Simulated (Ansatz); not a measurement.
# C₂H₄OS: what the fields show

Input file:

```
crystal:
  periodic: [false, false, false]
  atoms:
    - {symbol: S, position_ang: [-1.560666, 0.636295, -0.663862]}
    - {symbol: C, position_ang: [0.000136, 0.391058, 0.150294]}
    - {symbol: C, position_ang: [0.497982, -0.971532, 0.292265]}
    - {symbol: O, position_ang: [1.104203, -0.055524, -0.603939]}
    - {symbol: H, position_ang: [-1.317078, 1.892071, -1.073673]}
    - {symbol: H, position_ang: [0.240597, 1.127350, 0.911930]}
    - {symbol: H, position_ang: [1.086697, -1.237213, 1.165965]}
    - {symbol: H, position_ang: [-0.051872, -1.782494, -0.178971]}
basis:
  gaussian: {orbitals: def2-TZVPP}
hamiltonian: {xc: pbe0, dispersion: d4}
output: {orbitals: {seedname: orbitals}}
```

Run with:

```sh
ansatz run in.yaml --threads 2 --pin off --events-out ev --progress --plain --max-ram 4352MiB
```

Geometry: PBE0-D4/def2-TZVP.

All numbers below come from RKS PBE0-D4/def2-TZVPP (Ansatz 0.2.0).

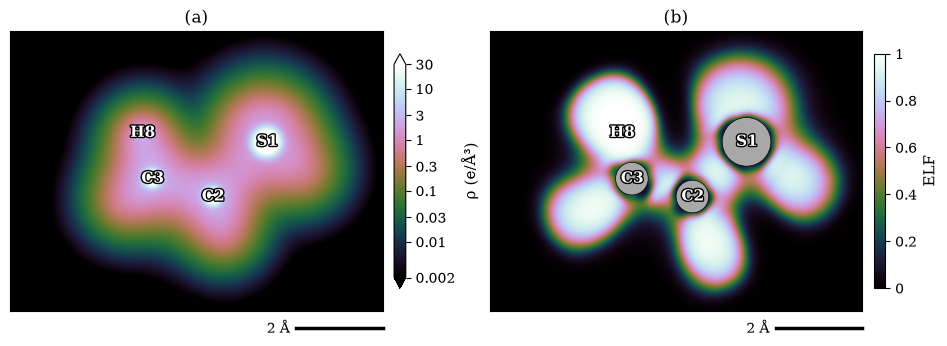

Figure 1. (a) total electron density; (b) electron localisation function on the plane of atoms S1, C2 and C3. Grey discs cover the atomic cores in the ELF map.

What do the fields say about this system?

Answer. The plane passes through S, C and H nuclei. C–C (1.46 Å): ρ is about 1.8 e/Å³ halfway; the ELF peaks at about 0.90 between the atoms, as expected for a covalent bond. C–S (1.78 Å): ρ at the midpoint is about 1.3 e/Å³; the ELF peaks at about 0.95 between the atoms (localised, covalent bonding). C–H (1.09 Å): ρ is about 2.1 e/Å³ halfway; the ELF climbs to about 1 towards the hydrogen, as it does in any bond to H: a covalent bond by its length. The ELF also peaks beside S1, away from the bonds: lone-pair regions.

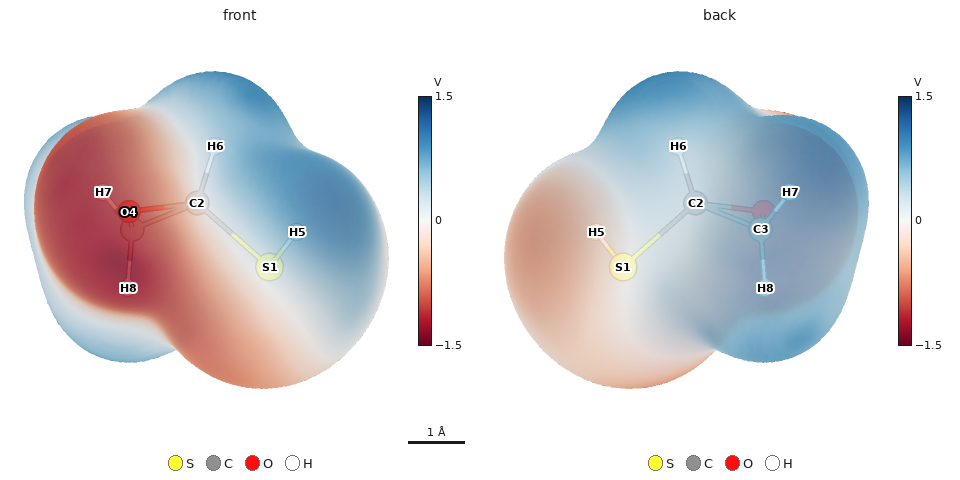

Figure 2. The molecular electrostatic potential painted on the density surface at 0.001 e/bohr³, seen from the front and from behind; the colour scale runs from red (negative) to blue (positive).

Describe the electrostatic potential map.

Answer. The most negative region (about −1.2 V) lies over O4, the most positive (about +1.0 V) over H5. O4 is the likeliest acceptor of a hydrogen bond.

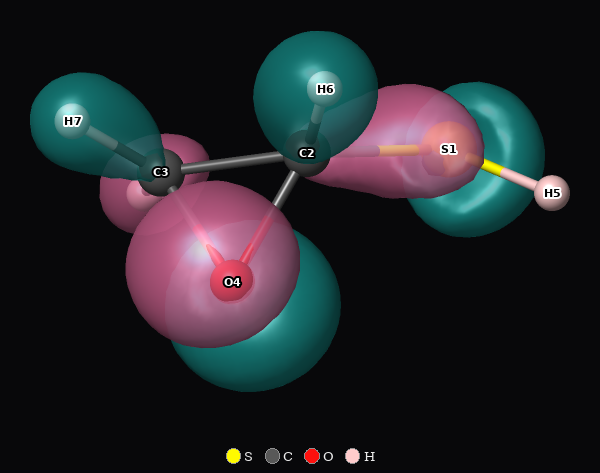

Figure 3. The HOMO−1 at ±0.15 Å⁻³ᐟ² (teal and pink are the two phases), seen from one side.

What is the character of this orbital?

Answer. It lies mainly on O4 (about 60 %), S1 (about 15 %), C2 (about 10 %) and C3 (about 5 %). Its energy is −8.22 eV.
